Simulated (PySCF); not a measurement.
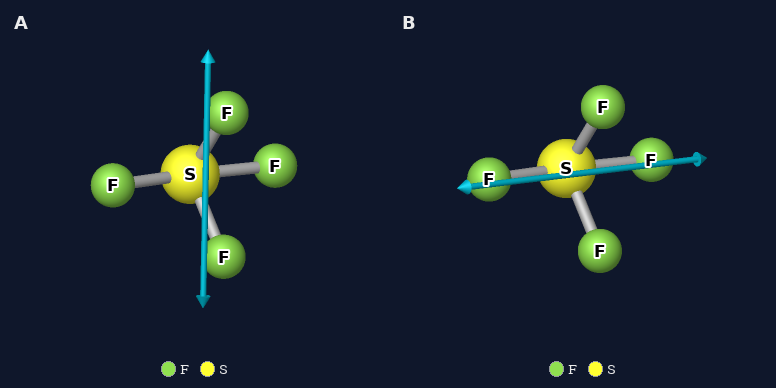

The double arrows show the directions of two transition dipoles from the ground state (lengths mean nothing). The geometry was computed by an optimisation with PBE0-D3(BJ)/def2-SVP. No frequency run is at hand to confirm it as a minimum. Properties computed with TDDFT ωB97X-D/def2-SVPD, vertical, gas phase, core orbitals frozen in the response (PySCF 2.14.0).

One belongs to singlet state 1 and one to singlet state 9. Which is which?

Answer. A: state 1, 6.50 eV (191 nm), oscillator strength 0.042, mainly HOMO → LUMO (weight 0.98).
B: state 9, 9.86 eV (126 nm), oscillator strength 0.059, of mixed character, with the largest part HOMO−2 → LUMO+1 (weight 0.47).
